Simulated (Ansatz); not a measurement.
Ge (diamond structure), cut as [110] wire, round, centred on atom, 1.95 nm across

Method: PBE (plane waves to 420 eV, PAW; Ansatz, a quantum-chemistry and plane-wave program).

k-points: Γ-centred 1×1×7 mesh; occupations: Fermi-Dirac, 0.020 eV; spin polarisation not allowed. Spin-orbit coupling is left out.

 The relaxation kept the symmetry of its start, so a lower minimum of less symmetry isn't excluded. The period along the axis is held at the bulk value.

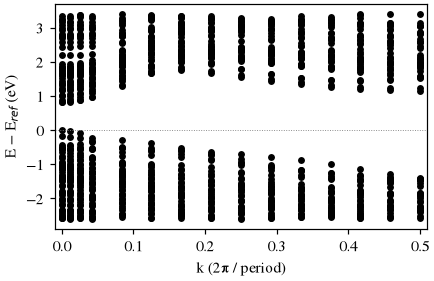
*Levels along the axis at 15 k-points, drawn as points, zero at the top of the valence band*

Electronic character: not metallic; Kohn-Sham band gap: 0.81 eV. Only levels within the plotted window are shown.
